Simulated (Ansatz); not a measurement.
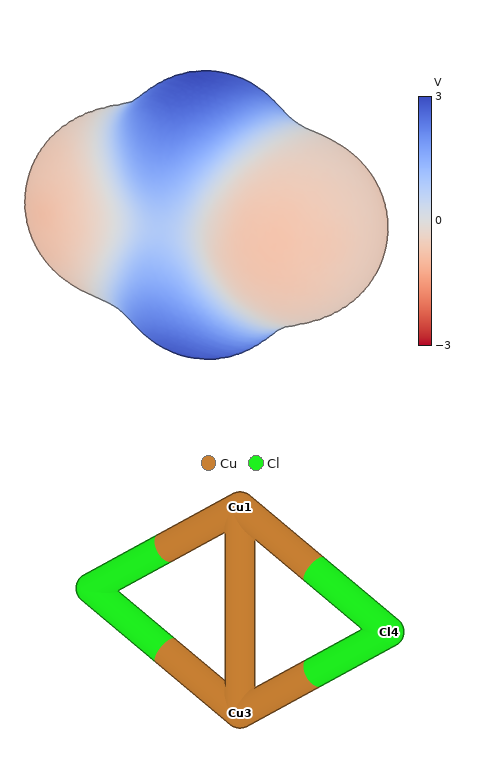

Cl₂Cu₂. The electrostatic potential painted on the density surface at 0.004 e/bohr³, seen at a tilt; the colour scale runs from red (negative) to blue (positive). The bare structure is drawn below in the same view.

Geometry: r2SCAN-D4/def2-SVP.

Level of theory: RKS PBE0-D4/def2-TZVP in Ansatz.

Which sites attract a positive test charge, and which a negative one?

A positive charge is drawn to the negative regions and a negative charge to the positive ones. The most negative region (about −0.7 V) lies over Cl2 and Cl4, the most positive (about +2.9 V) over Cu1 and Cu3.
